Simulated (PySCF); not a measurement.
Excited-state calculation, with input and output: Ge₃H₈

- system: Ge₃H₈, SMILES [GeH3][GeH2][GeH3]
- method: TDDFT PBE0/def2-SVPD, vertical, gas phase, core orbitals frozen in the response (PySCF 2.14.0)

The geometry comes from this level: GFN2-xTB.

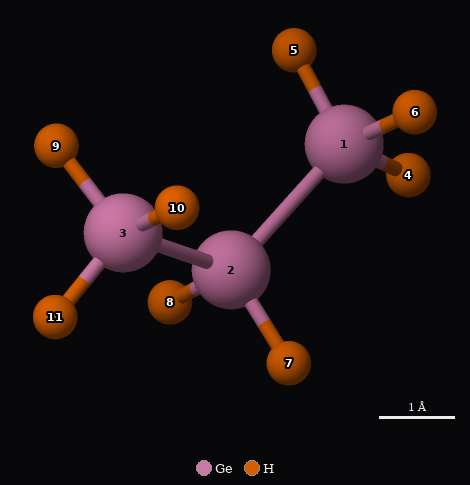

**Figure 1.** The structure as given in the input (ball-and-stick view, seen at a tilt; atoms are numbered from 1 in the order of the input). Sticks mark near contacts. Bond lengths as drawn: Ge–Ge 2.38 Å and Ge–H 1.50 to 1.51 Å.

**Input**
```
{"job": {"kind": "uv", "xc": "PBE0", "basis": "def2-SVPD", "nstates": 6, "ntriplets": 2}, "charge": 0, "multiplicity": 1}
Ge     1.938264     0.715613    -0.024604
Ge     0.162874    -0.869371    -0.107544
Ge    -2.063248    -0.051227     0.100110
H      3.295539     0.094439    -0.167679
H      1.862331     1.756553    -1.102155
H      1.988252     1.491671     1.258282
H      0.399575    -1.928953     0.945154
H      0.279811    -1.670582    -1.384760
H     -2.441033     0.931152    -0.968422
H     -2.316527     0.665921     1.392812
H     -3.100413    -1.132545     0.032842
```

The first line tells a small driver script what to run in PySCF; the rest is the geometry in Å.

Launched with:
```bash
OMP_NUM_THREADS=1 python <driver script> task.json out
```

**Output**
```
coarse grid: 42024 points
cycle   1  E = -6234.2080584935  dE = -1.806e+00  |g| = 5.683e-01  |ddm| = 3.448e+00
cycle   2  E = -6234.2040295582  dE =  4.029e-03  |g| = 5.960e-01  |ddm| = 6.561e-01
cycle   3  E = -6234.2380296717  dE = -3.400e-02  |g| = 1.708e-02  |ddm| = 4.601e-01
cycle   4  E = -6234.2380932581  dE = -6.359e-05  |g| = 8.809e-03  |ddm| = 4.505e-02
cycle   5  E = -6234.2381165038  dE = -2.325e-05  |g| = 1.869e-03  |ddm| = 1.540e-02
cycle   6  E = -6234.2381169611  dE = -4.573e-07  |g| = 4.186e-04  |ddm| = 2.830e-03
final grid: 82096 points
cycle   7  E = -6234.2380665627  dE = -4.664e-08  |g| = 4.214e-04  |ddm| = 3.008e-03
cycle   8  E = -6234.2380665637  dE = -9.641e-10  |g| = 4.482e-04  |ddm| = 1.031e-03
cycle   9  E = -6234.2380666002  dE = -3.655e-08  |g| = 3.616e-05  |ddm| = 4.771e-04
cycle  10  E = -6234.2380666004  dE = -1.855e-10  |g| = 2.032e-06  |ddm| = 3.800e-05
```

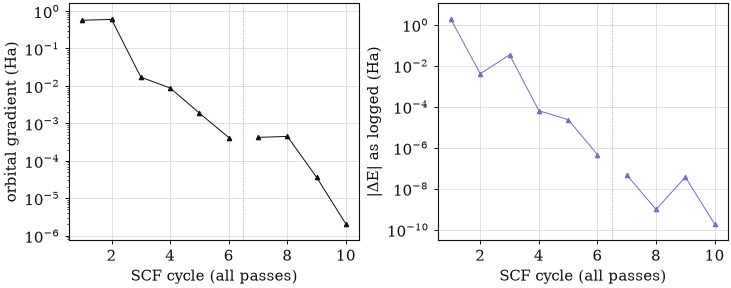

**Figure 2.** Convergence of the self-consistent field: orbital gradient and size of the energy change against the SCF cycle. The dotted line marks the change from a coarse to the final integration grid. The first 6 cycles use a coarse grid, the final grid takes over at cycle 7, and the field converges after 10 cycles in all.

```
converged SCF energy = -6234.2380666004

Static polarisability (au): isotropic 100.561, principal 82.789 92.632 126.262

Singlet excitations
state   eV       nm        f      main configurations
  1   7.0381    176.2   0.49709   H->L 0.85
  2   7.2551    170.9   0.05421   H->L+1 0.95
  3   7.2808    170.3   0.00001   H->L+3 0.97
  4   7.3204    169.4   0.06210   H-1->L 0.94
  5   7.4193    167.1   0.01047   H->L+2 0.87
  6   7.5725    163.7   0.02438   H-2->L 0.89

Triplet excitations (Tamm-Dancoff, eV): 6.0418 6.6193
```

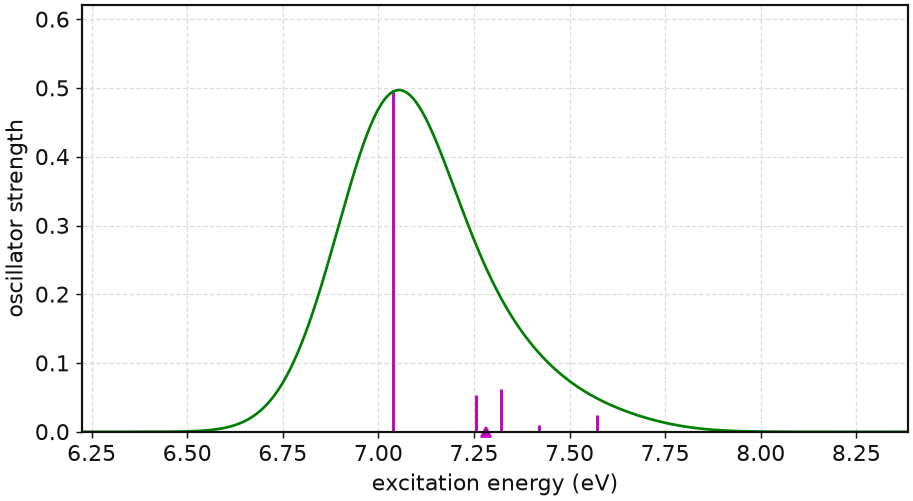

**Figure 3.** Computed excitations as sticks (degenerate states added up, dark ones marked on the axis), with a Gaussian envelope of 0.35 eV full width at half maximum, scaled to the tallest. Of the 6 states the lowest lies at 7.04 eV (f = 0.497); the strongest line is at 7.04 eV, or 176 nm (f = 0.497).

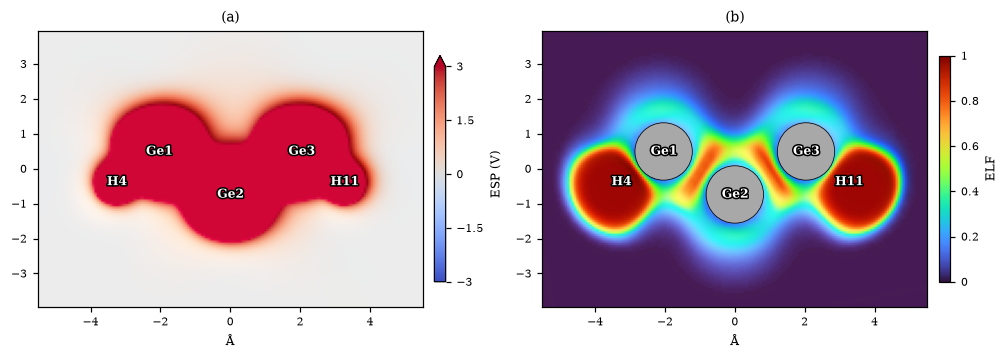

**Figure 4.** (a) molecular electrostatic potential; (b) ELF on the plane of atoms Ge2, Ge3 and H11. Grey discs, where drawn, cover atomic cores. The section cuts through Ge and H sites. Ge–Ge (2.38 Å): the ELF peaks at about 0.85 between the atoms, as expected for localised, shared-pair bonding. Ge–H (1.50 Å): the ELF climbs to about 1 towards the hydrogen, as it does in any bond to H. The potential has no marked negative region in this plane.

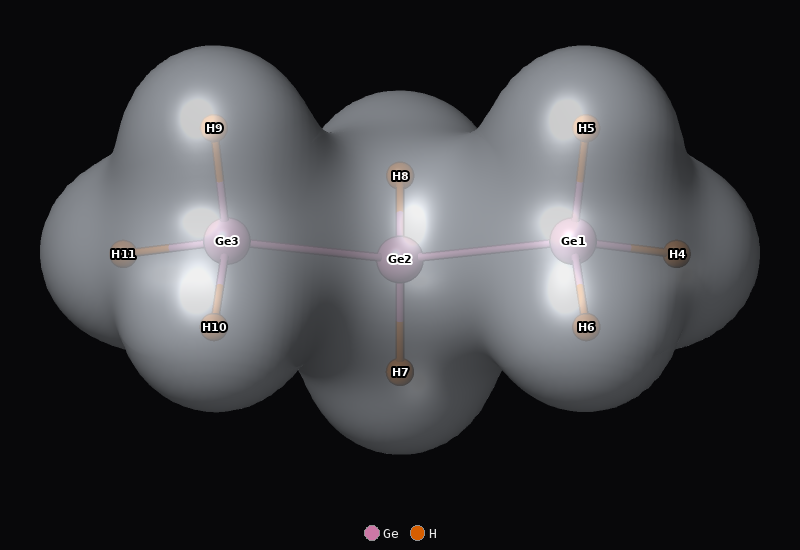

**Figure 5.** Isosurface of the electron density at 0.05 e/Å³ (grey), seen from the side. At this value the surface is in one piece. On the grid the lowest density along these lines, outside the cores, is 0.6 e/Å³ (Ge–Ge, 2.38 Å) and 0.94 e/Å³ (Ge–H, 1.50 Å).

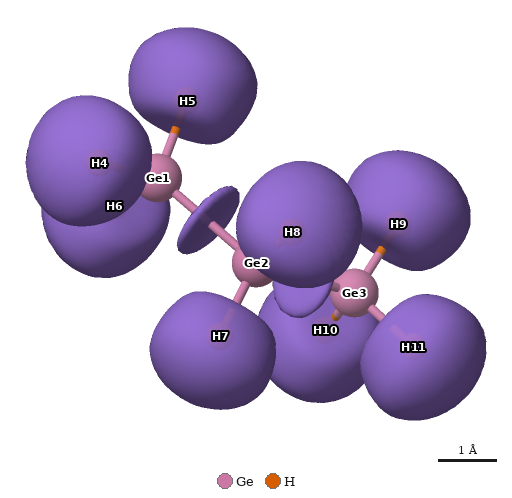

**Figure 6.** Isosurface of the ELF at 0.75 (purple), seen at an oblique angle. Core shells and regions of very low density are left out. The ELF exceeds this value in two regions between bonded Ge–Ge atoms (shared pairs) and eight regions around hydrogen nuclei. Profiles from the grid: Ge–Ge (2.38 Å): the ELF peaks at about 0.85 between the atoms (localised, shared-pair bonding). Ge–H (1.50 Å): the ELF climbs to about 1 towards the hydrogen.

**Key numbers**

- outcome: converged
- total energy: −6234.238067 hartree
- HOMO: −8.22 eV
- LUMO: −0.35 eV
- dipole moment: 0.11 D
- mean polarisability: 100.56 a.u.
- lowest singlet excitation: 7.04 eV
- hardware: 1 CPU thread, shared host
- wall time: 35 s
- peak memory: 0.75 GiB

**Remarks**

Spin–orbit coupling is left out, which matters for the heavy atoms.
